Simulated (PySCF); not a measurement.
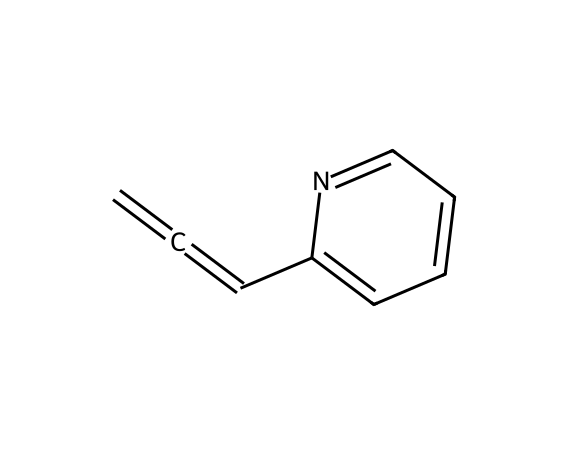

Write the SMILES.

Answer. C=C=Cc1ccccn1

What is the molecular formula?

Answer. C8H7N.

An optimisation with GFN2-xTB gave a structure of which point group?

Answer. Cs. Other conformers may differ.

More results for the same structure follow; atom numbers are the same in all pictures, views and colours differ. The computed structure is the end point of a GFN2-xTB optimisation. No frequency run is at hand to confirm it as a minimum.

**Bond orders**

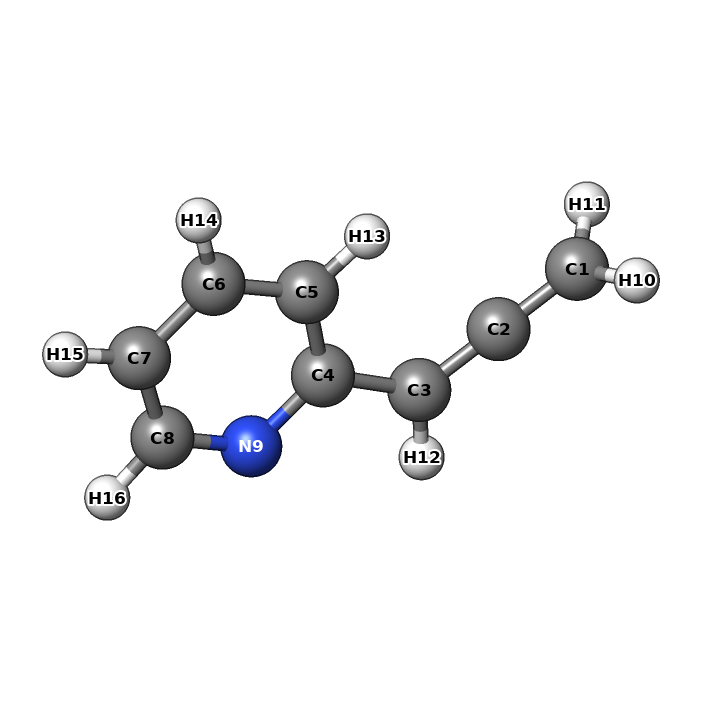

Every bond is drawn as one stick. No frequency run is at hand to confirm it as a minimum. Method: PBE0/pcSseg-1 (PySCF 2.14.0).

Which bond between heavy atoms has the highest Mayer bond order?

Answer. C1–C2, 2.10, at a length of 1.292 Å.

List the Mayer bond orders of C1–C2, C2–C3, C3–C4, C4–C5, C4–N9, C5–C6, C6–C7, C7–C8, C8–N9 (bonds between heavy atoms, one of each equivalent set).

```tsv
bond	Mayer order	length (Å)
C1–C2	2.10	1.292
C2–C3	1.75	1.304
C3–C4	1.13	1.458
C4–C5	1.30	1.399
C4–N9	1.45	1.332
C5–C6	1.47	1.381
C6–C7	1.40	1.388
C7–C8	1.40	1.387
C8–N9	1.50	1.319
```

**NMR shielding**

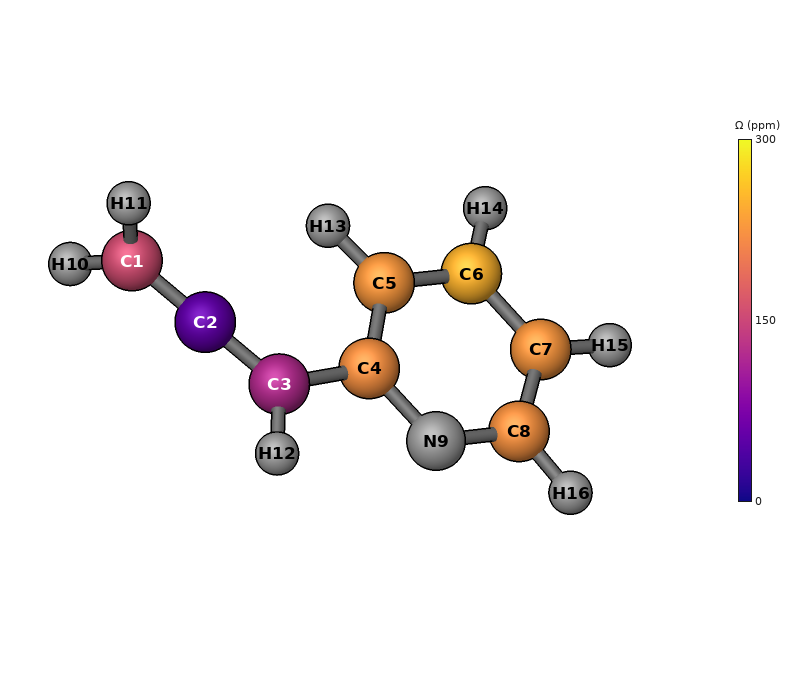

The C atoms are coloured by the span of their shielding tensor. No frequency run is at hand to confirm it as a minimum. Method: GIAO PBE0/pcSseg-1 NMR shielding, non-relativistic, gas phase (PySCF 2.14.0). Principal shieldings σ11 ≤ σ22 ≤ σ33, span Ω = σ33 − σ11, skew κ = 3(σiso − σ22)/Ω.

Give the shielding tensors of the C atoms.

```tsv
atom	σ11	σ22	σ33	σiso	Ω	κ
C1	11.7	130.9	169.8	104.1	158.1	−0.51
C2	−60.7	−45.5	−8.3	−38.2	52.5	0.42
C3	9.5	109.4	132.0	83.6	122.5	−0.63
C4	−74.5	8.5	147.0	27.0	221.5	0.25
C5	−48.2	48.5	179.9	60.1	228.2	0.15
C6	−69.9	25.2	180.4	45.2	250.3	0.24
C7	−49.1	54.7	178.2	61.3	227.3	0.09
C8	−78.3	27.6	145.4	31.6	223.7	0.05
```

Shieldings and span in ppm.

**Ring current**

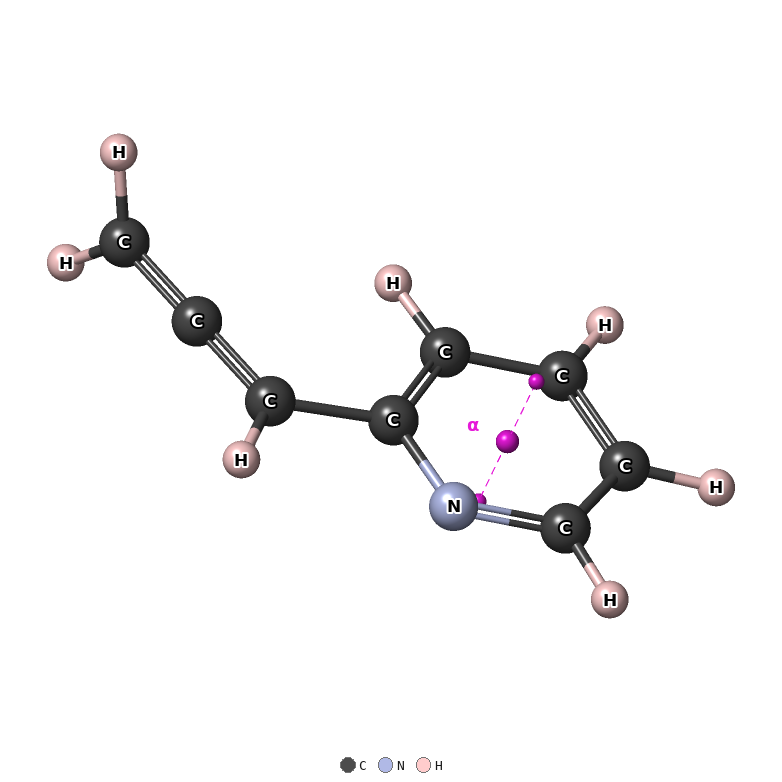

The small points mark where nucleus-independent chemical shifts (NICS) were computed: at the centre of each lettered ring and 1 Å above and below it. No frequency run is at hand to confirm it as a minimum. Method: GIAO PBE0/pcSseg-1 NMR shielding, non-relativistic, gas phase (PySCF 2.14.0).

Give NICS(0), NICS(1) and the out-of-plane component NICS(1)zz for each ring (means of the two sides).

```tsv
ring	members	NICS(0)	NICS(1)	NICS(1)zz
α	C5N	−6.4	−10.5	−26.2
```

Values in ppm.

What do the values say about the ring currents?

Answer. Ring α: diatropic, as in an aromatic ring. NICS is one index among several.
